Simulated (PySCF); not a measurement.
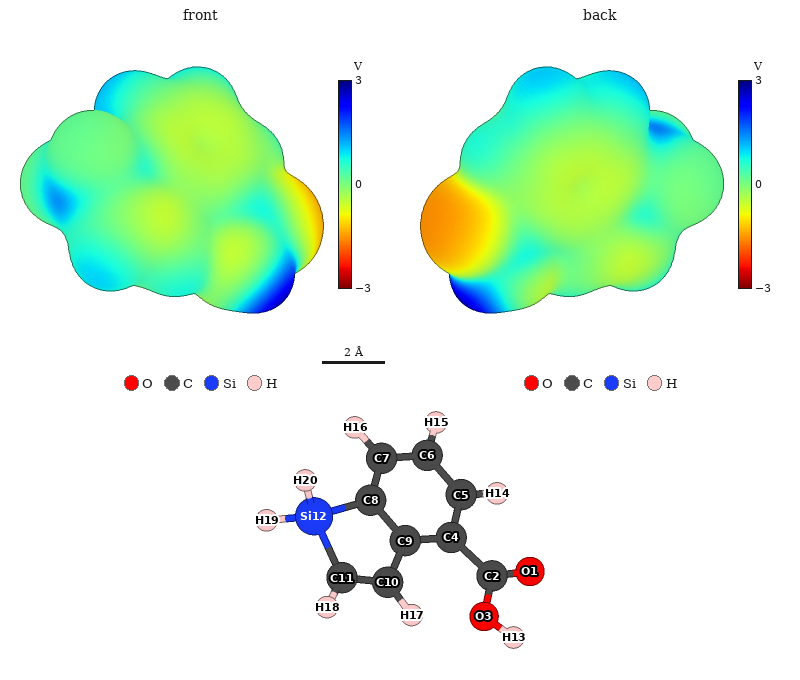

The picture shows: C9H8O2Si (SMILES O=C(O)c1cccc2c1C=C[SiH2]2). The molecular electrostatic potential painted on the density surface at 0.002 e/bohr³, seen from the front and from behind; the colour scale runs from red (negative) to blue (positive). The bare structure is drawn below in the same view.

Geometry: PBE0-D3(BJ)/def2-SVP.

Computed with PySCF, PBE0/pcSseg-1, SCF density, gas phase, non-relativistic.

```yaml
atoms:
  - { symbol: O, position_ang: [3.5119, 0.3427, -0.8112] }
  - { symbol: C, position_ang: [2.4926, -0.2782, -0.6360] }
  - { symbol: O, position_ang: [2.4548, -1.6079, -0.8033] }
  - { symbol: C, position_ang: [1.2046, 0.3519, -0.2256] }
  - { symbol: C, position_ang: [1.2832, 1.7398, -0.0167] }
  - { symbol: C, position_ang: [0.1768, 2.4812, 0.3664] }
  - { symbol: C, position_ang: [-1.0524, 1.8399, 0.5494] }
  - { symbol: C, position_ang: [-1.1602, 0.4703, 0.3486] }
  - { symbol: C, position_ang: [-0.0327, -0.2996, -0.0418] }
  - { symbol: C, position_ang: [-0.3249, -1.7421, -0.2125] }
  - { symbol: C, position_ang: [-1.5889, -2.1604, 0.0153] }
  - { symbol: Si, position_ang: [-2.6298, -0.6913, 0.5022] }
  - { symbol: H, position_ang: [3.3530, -1.8633, -1.0644] }
  - { symbol: H, position_ang: [2.2544, 2.2142, -0.1683] }
  - { symbol: H, position_ang: [0.2675, 3.5582, 0.5232] }
  - { symbol: H, position_ang: [-1.9265, 2.4240, 0.8510] }
  - { symbol: H, position_ang: [0.4774, -2.4155, -0.5130] }
  - { symbol: H, position_ang: [-1.8634, -3.2114, -0.0961] }
  - { symbol: H, position_ang: [-3.7446, -0.3752, -0.4426] }
  - { symbol: H, position_ang: [-3.1956, -0.7576, 1.8844] }
```

### Which sites attract a positive test charge, and which a negative one?

A positive charge is drawn to the negative regions and a negative charge to the positive ones. The most negative region (about −1.5 V) lies over O1, the most positive (about +2.5 V) over H13. O1 is the likeliest acceptor of a hydrogen bond.
